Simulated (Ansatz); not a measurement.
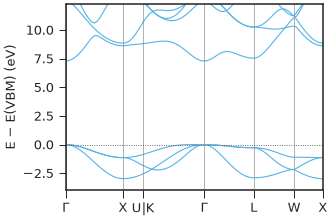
Figure. Band structure from r²SCAN in the plane-wave PAW code Ansatz

### Question
Read off the gap and where the band edges lie.

### Answer
About 7.3 eV (7.29 eV by a search for the band edges); maximum on the K–Γ line, 83 % of the way from K, minimum at Γ.

### Question
Which of these materials gives this?
A) NaCl, rock salt
B) MgO, rock salt
C) LiCl, rock salt

### Answer
C, LiCl, rock salt

Space group Fm-3m (rock salt). The r²SCAN relaxation kept the symmetry of its start.

Potentials: the later of the program's two PAW sets.
